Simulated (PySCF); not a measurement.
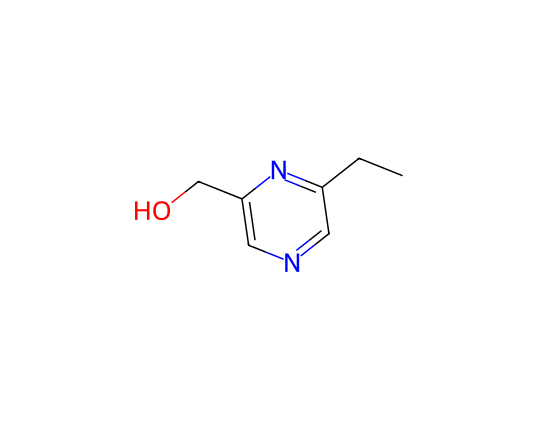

A structural formula.

Question: Give its SMILES.

Answer: CCc1cncc(CO)n1

Question: What is the molecular formula?

Answer: C7H10N2O.

Question: An optimisation with GFN2-xTB gave a structure of which point group?

Answer: C1. Other conformers may differ.

More results for the same structure follow; atom numbers are the same in all pictures, views and colours differ. The computed structure is the end point of a GFN2-xTB optimisation. No frequency run is at hand to confirm it as a minimum.

**Electronic properties**

No frequency run is at hand to confirm it as a minimum. Properties computed with PBE0/pcSseg-1, gas phase (PySCF 2.14.0).

Question: Give the dipole moment at this level.

Answer: 2.06 D.

Question: Estimate the HOMO–LUMO gap.

Answer: 5.88 eV.

Question: Give the HOMO energy (Kohn–Sham orbital) at this level.

Answer: −7.38 eV.

**Ring current**

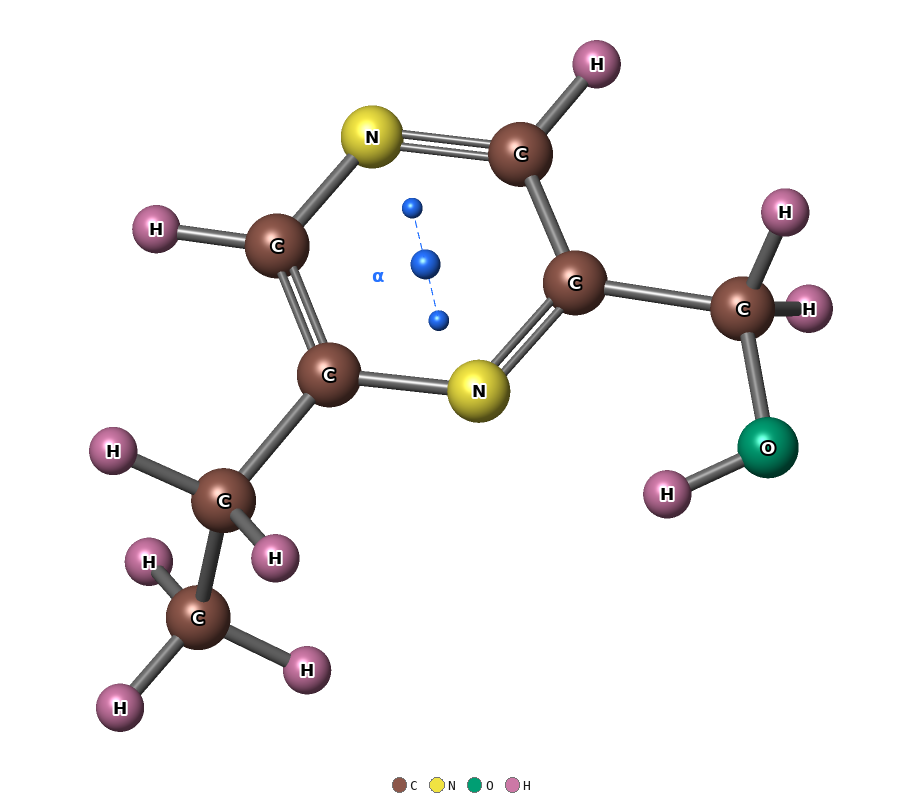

The small points mark where nucleus-independent chemical shifts (NICS) were computed: at the centre of each lettered ring and 1 Å above and below it. No frequency run is at hand to confirm it as a minimum. Properties computed with GIAO PBE0/pcSseg-1 NMR shielding, non-relativistic, gas phase (PySCF 2.14.0).

Give NICS(0), NICS(1) and the out-of-plane component NICS(1)zz for each ring (means of the two sides).

```tsv
ring	members	NICS(0)	NICS(1)	NICS(1)zz
α	C4N2	−5.8	−11.0	−27.2
```

Values in ppm.

Question: What do the values say about the ring currents?

Answer: Ring α: diatropic, as in an aromatic ring. NICS is one index among several.

**NMR shielding**

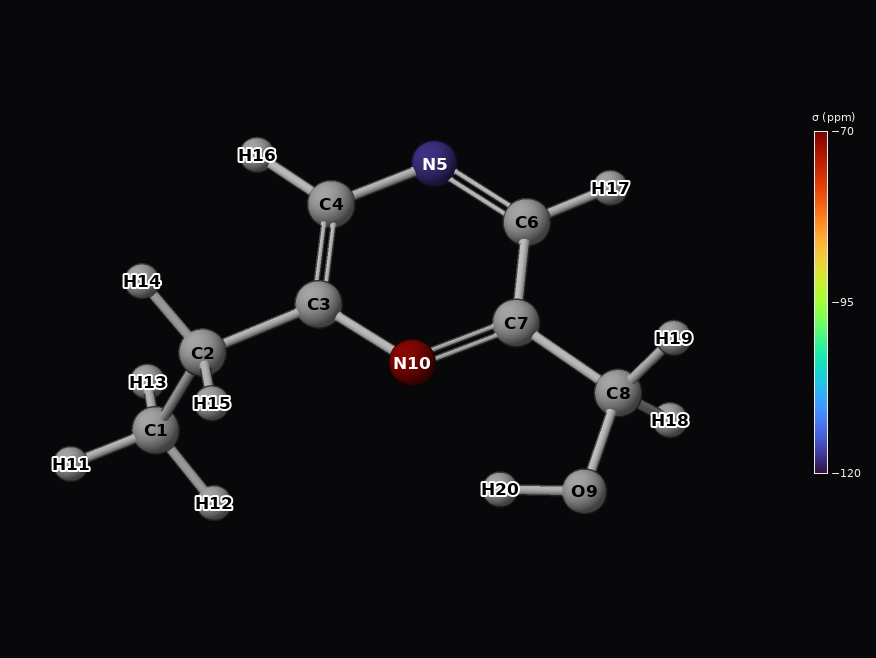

Atoms are coloured by their isotropic NMR shieldings (N only, the others grey). No frequency run is at hand to confirm it as a minimum. Method: GIAO PBE0/pcSseg-1 NMR shielding, non-relativistic, gas phase (PySCF 2.14.0).

Give the isotropic NMR shieldings of the N atoms atom by atom.

```
atom  σ (ppm)
  N5   −117.9
 N10    −70.5
```

**Charges**

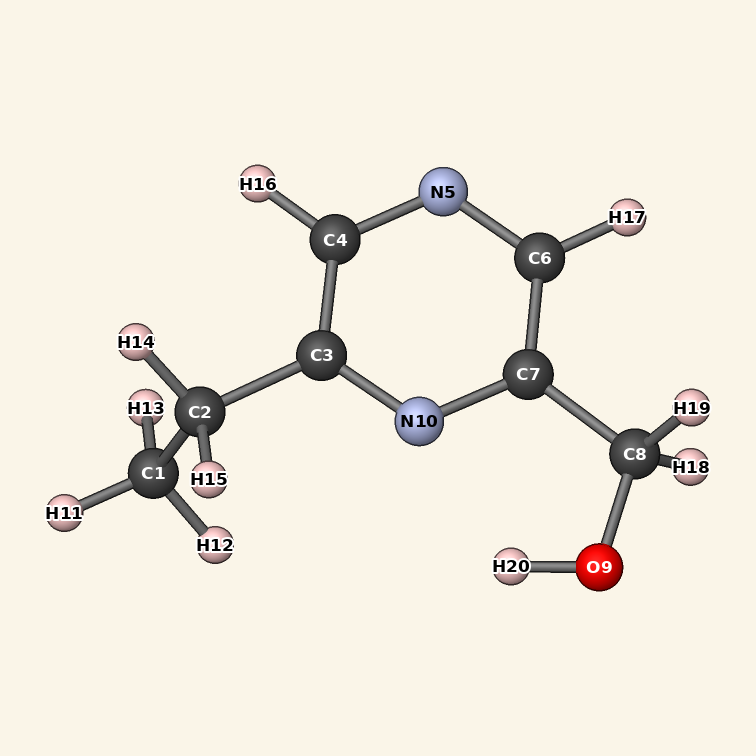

The questions are on IAO charges. No frequency run is at hand to confirm it as a minimum. Properties computed with PBE0/pcSseg-1, gas phase (PySCF 2.14.0).

List the IAO charges.

| atom | value (e) |
| --- | --- |
| C1 | −0.41 |
| C2 | −0.27 |
| C3 | 0.13 |
| C4 | −0.06 |
| N5 | −0.24 |
| C6 | −0.05 |
| C7 | 0.10 |
| C8 | −0.06 |
| O9 | −0.56 |
| N10 | −0.28 |
| H11 | 0.15 |
| H12 | 0.15 |
| H13 | 0.14 |
| H14 | 0.14 |
| H15 | 0.16 |
| H16 | 0.16 |
| H17 | 0.16 |
| H18 | 0.15 |
| H19 | 0.15 |
| H20 | 0.34 |
